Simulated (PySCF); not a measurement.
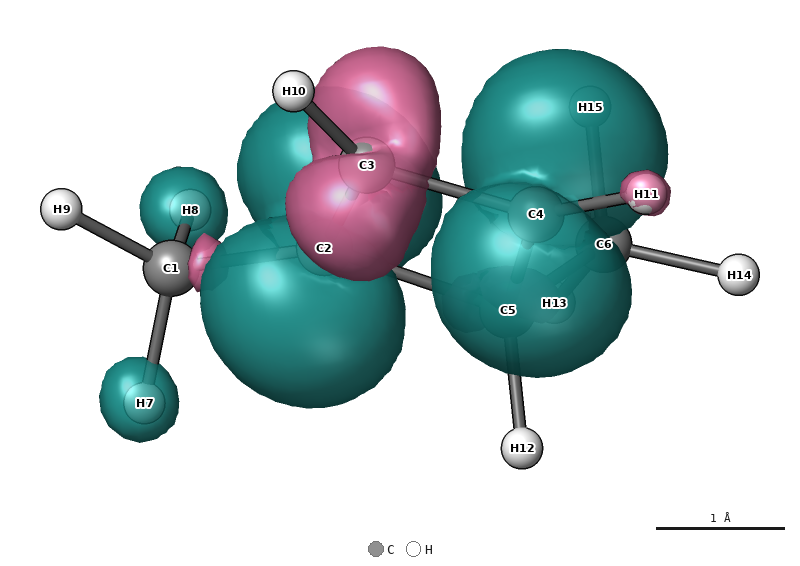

C₆H₉ (doublet). Isosurfaces of the spin density at +0.03 (teal) and −0.03 e/Å³ (pink), seen from one side.

Geometry: GFN2-xTB.

Level of theory: PySCF 2.14.0, density-fitted response routines, UKS B3LYP, pcH-1 on C H, non-relativistic, mean-field spin-orbit, GIAO.

| atom | x (Å) | y (Å) | z (Å) |
| --- | --- | --- | --- |
| C | 1.9226 | -0.5264 | 0.1871 |
| C | 0.7239 | 0.3133 | 0.0304 |
| C | 0.3256 | 1.5921 | 0.4031 |
| C | -0.9377 | 1.4693 | -0.1498 |
| C | -0.6351 | 0.0537 | -0.6169 |
| C | -1.4732 | -1.0562 | -0.0023 |
| H | 2.2745 | -0.8802 | -0.7850 |
| H | 1.6977 | -1.4119 | 0.7874 |
| H | 2.7216 | 0.0302 | 0.6724 |
| H | 0.8262 | 2.3906 | 0.9227 |
| H | -1.8077 | 2.0886 | -0.2191 |
| H | -0.5972 | -0.0607 | -1.7041 |
| H | -1.0420 | -2.0288 | -0.2317 |
| H | -2.4874 | -1.0260 | -0.3952 |
| H | -1.5161 | -0.9395 | 1.0787 |

Which atoms carry the spin?

The unpaired spin (1 electron) lies mostly on C4 (about 0.4) and C2 (about 0.4), in electrons by Hirshfeld's partition.
